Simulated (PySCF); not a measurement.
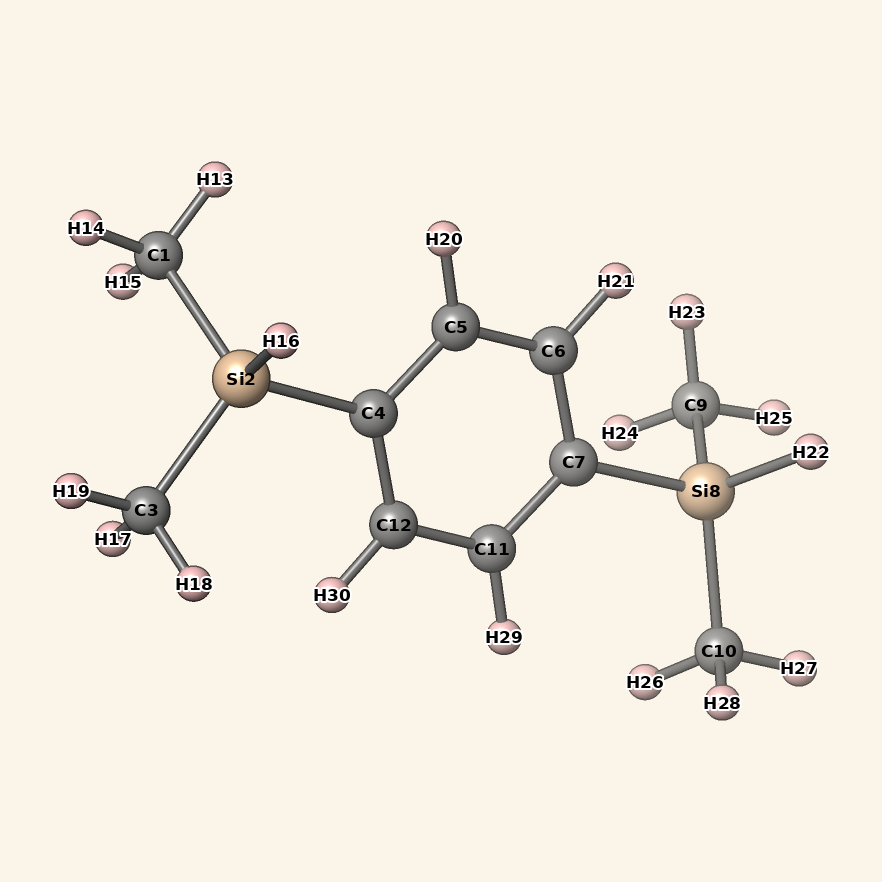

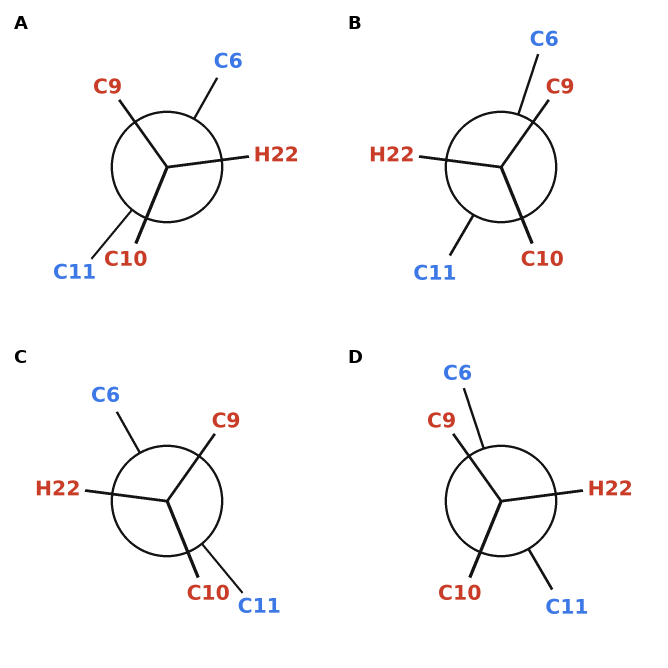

Atoms fade into the background with distance from the viewer. Bonds that would overlap in a projection are set slightly apart. The geometry was computed by an optimisation with PBE0-D3(BJ)/def2-SVP. No frequency run is at hand to confirm it as a minimum.

Which Newman projection shows the view along Si8–C7, with Si8 in front?

C. The torsion angle C9–Si8–C7–C6 is −65°, synclinal (gauche).
